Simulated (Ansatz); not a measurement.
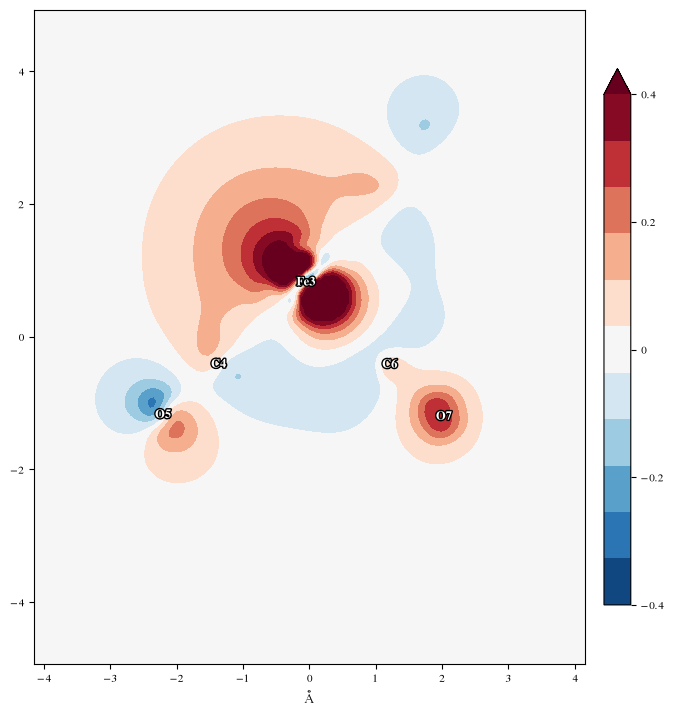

The picture shows: C₄FeO₄. The HOMO on the plane of atoms C4, Fe3 and C6 (values in Å⁻³ᐟ²; the overall sign is arbitrary).

Geometry: PBE0-D4/def2-TZVP.

These are results of RKS PBE0-D4/def2-TZVPP in Ansatz, not measurements.

```xyz
9

O     1.0779   -2.3060   -0.9730
C     0.4115   -1.4348   -0.6537
Fe   -0.3868    0.0234   -0.0601
C    -0.2482    0.8403   -1.6709
O    -0.2064    1.3528   -2.6831
C     0.3604    1.3882    0.7737
O     0.9968    2.1806    1.2954
C    -0.8391   -0.7746    1.5020
O    -1.1661   -1.2699    2.4697
```

Q: What is the character of this orbital?

A: It lies mainly on Fe3 (about 60 %), C2 (about 10 %) and C6 (about 10 %). Its energy is −6.60 eV.
